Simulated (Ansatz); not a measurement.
# Squeezing and shearing random fcc alloy of Ir and Pd (108 atoms), part 3 of 3

How stiff is random fcc alloy of Ir and Pd (108 atoms)?

Ansatz 0.2.0; Kohn-Sham DFT, r2SCAN, PAW (set soft_2), plane waves.

The cell: 81 Pd and 27 Ir. The levels lack spin–orbit coupling.

So far. Step 11 (Compressed by 1 % along x): The relaxation converged after 3 steps, 0.00598 eV below its start, with a largest force component of 0.0045 eV/Å. Step 11 (Compressed by 1 % along x): Compressed by 1 % along x: the energy stands 0.152 eV above that of the reference, at a pressure of 2.33 GPa.

### 12. Sheared by 2 % in xy

A shear of the relaxed cell gives the modulus that volume changes can't reach.

input.yaml

```yaml
crystal:
  lattice:
    - [11.6606, 0.12255, 0.00352]
    - [0.1226, 11.66608, 0.00245]
    - [0.00354, 0.00249, 11.66084]
  atoms:
    [... the 108 atom lines of step 4 ...]
kpoints:
  mp_grid: { grid: [2, 2, 2] }
hamiltonian:
  xc: r2scan
scf:
  occupations: { method: fermi_dirac, width: 0.1 }
output:
  forces: true
  eigenvalues: true
  stress: true
relax:
  f_tol: 0.05
  max_steps: 70
```

Run with:

```
> ansatz run input.yaml --threads 6 --pin off --max-ram 76800MiB --backend cuda --events-out ev --progress --plain --runs-dir out
```

Numbers of over 12 decimals in the logs are rounded to 6 here.

Log:

```text
[...]
GPU FFT provider: cuFFT
GPU libraries: cuBLAS 13.8.2, cuFFT 12.4.0, cuSOLVER 12.3.4
Crystal: 108 atoms, lattice volume = 1586.089 Å³
Basis set: ecut = 500 eV, 40263 PW (Γ), exchange–correlation on 360×360×360 points (64 copies of the dense FFT grid, shifted against one another)
Bands: 1151, of which v1, the nominal top of the filled ones, is band 959 counted from 1 (958 counted from 0)
Symmetry: 1 space group operations
[...]
k-points: 8
[...]
GPU buffer pool allocated for 729000 grid points (all kernels)
[...]
SCF iter   1: F=—  HF=-888453.801831 eV  |F-HF|=—  |Δ(HF+E_count)|=         —  Δρ=1.82e-2  dr2=7.91e0  dr2_τ=1.59e0  ethr=1.77e-3  ⟨swp⟩=5.0  Hψ=31153  notcnv=0  defer=773
[...]
SCF iter  12: F=-888455.059114 eV  HF=-888455.059126 eV  |F-HF|=1.20e-5  |Δ(HF+E_count)|=   5.63e-6  Δρ=2.47e-5  dr2=1.90e-5  dr2_τ=1.33e-6  ethr=3.26e-9  ⟨swp⟩=7.6  Hψ=27089  notcnv=0
SCF 1 converged in 12 iterations: F = -888455.059114 eV  dr2 = 1.90e-5
[...]
relax step   1: F+E_penalty+E_count = -888455.05911382 eV  Δ(F+E_penalty+E_count) = +0.000e0 eV  max|allowed force component| = 1.286e-1 eV/Å  Δτ_max = 0.0000 Å  (12 SCF iters, dr2 threshold 6.25e-5 eV, accepted)
[...]
GPU FFT provider: cuFFT
GPU libraries: cuBLAS 13.8.2, cuFFT 12.4.0, cuSOLVER 12.3.4
[...]
GPU buffer pool allocated for 729000 grid points (all kernels)
[...]
SCF iter  13: F=-888455.068975 eV  HF=-888455.068975 eV  |F-HF|=1.23e-8  |Δ(HF+E_count)|=   1.98e-9  Δρ=9.48e-7  dr2=2.88e-8  dr2_τ=2.25e-9  ethr=5.22e-12  ⟨swp⟩=8.8  Hψ=25018  notcnv=0
SCF 2 converged in 13 iterations: F = -888455.068975 eV  dr2 = 2.88e-8
relax step   2: F+E_penalty+E_count = -888455.06897450 eV  Δ(F+E_penalty+E_count) = -9.861e-3 eV  max|allowed force component| = 4.508e-2 eV/Å  Δτ_max = 0.0146 Å  (13 SCF iters, accepted)
[...]
GPU FFT provider: cuFFT
GPU libraries: cuBLAS 13.8.2, cuFFT 12.4.0, cuSOLVER 12.3.4
GPU buffer pool allocated for 729000 grid points (all kernels)
[...]
SCF iter   2: F=-888455.068974 eV  HF=-888455.068974 eV  |F-HF|=2.18e-8  |Δ(HF+E_count)|=   5.36e-9  Δρ=8.10e-7  dr2=3.10e-8  dr2_τ=2.42e-9  ethr=1.50e-12  ⟨swp⟩=2.0  Hψ=16852  notcnv=0
SCF 3 converged in 2 iterations: F = -888455.068974 eV  dr2 = 3.10e-8
SCF converged after 2 iterations
Free energy (F): -888455.068974 eV
[...]
Internal energy: -888450.254037 eV  (E = F + TS)
E sigma→0 (E₀):  -888452.661506 eV
Entropy (-TS):   -4.814937 eV (-44.583 meV/atom)
Fermi energy:    20.959367 eV
[...]
--- Forces (eV/Å), atoms counted from 1 ---
  atom   1  Pd     0.00497379    -0.01876075    -0.00220135
  atom   2  Pd    -0.01054717     0.00109883     0.00250609
  atom   3  Pd     0.00578257    -0.00515155     0.00061641
  atom   4  Pd     0.00975995     0.00054476    -0.00028098
  atom   5  Pd     0.00743822    -0.00878881     0.00151615
  atom   6  Pd    -0.00362950    -0.01153713    -0.00348894
  atom   7  Pd    -0.00663195    -0.00148365    -0.00285481
  atom   8  Pd     0.00222931    -0.01182664     0.00461306
  atom   9  Pd    -0.00209932    -0.01110343     0.00283676
  atom  10  Pd     0.00148931    -0.00878775     0.00237333
  atom  11  Ir    -0.00623071    -0.00969629     0.00318961
  atom  12  Ir     0.01398025    -0.00849325     0.00109850
  atom  13  Pd     0.00138071     0.00991077     0.00128769
  atom  14  Pd    -0.00013033     0.00281674     0.00351523
[...]
atom 107  Pd    -0.00703149    -0.01269431    -0.00052407
  atom 108  Pd    -0.00195703    -0.00282085    -0.00128676
  max |Σ_I F_I| component: 3.31e-5 eV/Å
--- Stress (GPa, compression-positive) ---
        0.221346      -2.148974       0.005621
       -2.148974       0.235072      -0.007182
        0.005621      -0.007182      -0.029280
  P = ⅓ Tr σ = 0.1424 GPa (1.424 kbar)
--- Band table (eV; the first three rows and the last of 8) ---
[...]
--- Relaxed structure (2 steps of the walk, 2 accepted, 0 SCFs on fresh bases) ---
  F+E_penalty+E_count = -888455.06897450 eV   max|allowed force component| = 4.508e-2 eV/Å
  atoms:
    - { symbol: Pd, position: [0.999055, 0.999285, 0.000195644] }
    - { symbol: Pd, position: [0.998151, 0.168452, 0.168136] }
    - { symbol: Pd, position: [0.165989, 0.997719, 0.166597] }
    - { symbol: Pd, position: [0.167656, 0.164954, 0.00067861] }
[...]
- { symbol: Pd, position: [0.833209, 0.834198, 0.667482] }
```

It took 26 s on 1 × NVIDIA H100 80GB HBM3 with 6 threads of AMD EPYC 7R13 (Zen 3), shared host; peak memory 2.6 GiB.

That memory is the host's; the program planned 39.9 GiB on the GPU.

The relaxation converged after 2 steps, 0.00986 eV below its start, with a largest force component of 0.045 eV/Å.

Sheared by 2 % in xy: the energy stands 0.216 eV above that of the reference, at a pressure of 0.142 GPa.

### 13. Pressure against volume

Atoms are relaxed at each volume, in the scaled cell.

| volume change (%) | volume (Å³/atom) | energy change (meV/atom) | pressure (GPa) | largest move on relaxing (Å) | bonds |
| --- | --- | --- | --- | --- | --- |
| -10 | 13.219 | 128.82 | 31.48 | 0.04 | 648 |
| -6 | 13.806 | 42.19 | 16.41 | 0.02 | 648 |
| -3 | 14.247 | 9.83 | 7.40 | 0.01 | 648 |
| +0 | 14.687 | 0.00 | 0.01 | - | 648 |
| +3 | 15.128 | 8.58 | -6.05 | 0.02 | 648 |
| +6 | 15.569 | 32.19 | -10.96 | 0.04 | 648 |

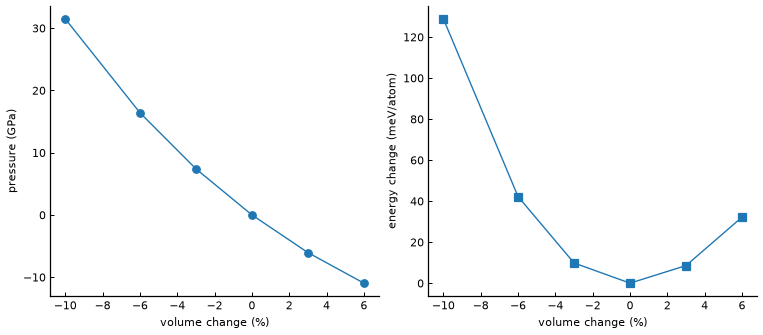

Pressure and energy against volume.

### 14. Uniaxial strain and shear

Stress (GPa, compression positive) less that of the relaxed cell, atoms relaxed:

| strain | xx | yy | zz | xy | energy change (meV/atom) |
| --- | --- | --- | --- | --- | --- |
| stretched by 1 % along x | -2.843 | -1.737 | -1.742 | 0.019 | 1.34 |
| compressed by 1 % along x | 3.091 | 1.932 | 1.942 | -0.018 | 1.40 |
| sheared by 2 % in xy | 0.214 | 0.226 | -0.029 | -2.142 | 2.00 |

### 15. Findings

The bulk modulus, from the slope of pressure against ln V over the three points nearest the relaxed volume, is 224 GPa; a quadratic over all points gives a pressure derivative of about 6.2. In the Cartesian axes of the cell, finite differences give C11 = 297, C12 = 183, C13 = 184 and C66 = 107 GPa (the shear of 2 % is the engineering strain, εxy = 0.01). The mean of C11, C12 and C13, which equals the bulk modulus in a cubic or isotropic solid, is 221 GPa: it agrees with the bulk modulus within 10 %.

**Limits.** Strains are finite and relaxations stop at the force tolerance of the input, which can leave moduli too stiff; they are those of a static cell at zero temperature. Volumes are changed with the cell's shape held, so in an anisotropic solid the modulus lies over the one under free hydrostatic load. The program notes that the SCF threshold of the relaxations is loose for the stress. The host structure and its lattice constant were typed by rule, without a check against the phase diagram. The electron count is odd and the run has no spin polarisation.

The DFT runs together took 6.1 min of wall time.

[Logs are printed without paths, hosts, clocks, repeated set-up lines and the standing remarks that a program may print on its own settings, such as how far it seeks lower states.]

[Hosts, paths, dates, database ids (printed as entryN), source tags and the programs' standing remarks are cut or masked in the printed files.]
